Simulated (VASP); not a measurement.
Band structure of TiSe2 (1T layered). These are LDA (Ceperley-Alder, Perdew-Zunger), VASP's LDA PAW potentials (set 64) (plane waves; VASP 6.6.1) values and carry that method's errors.

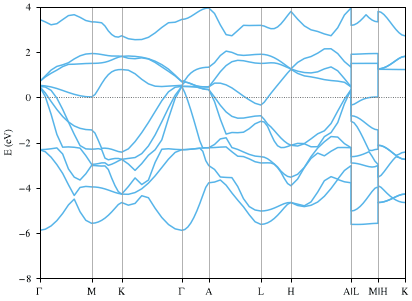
Fig. 1. Bands along high-symmetry lines, zero at the valence-band maximum or, without a gap, the Fermi level

Question: Read the plot: is there a gap, and where are the band edges?

Answer: It has no gap at this level: it comes out as a metal or semimetal. (Edges off the drawn lines would not show.)

The compound is TiSe2 in the 1T layered structure. It was relaxed first, which changed the volume by -9 %.
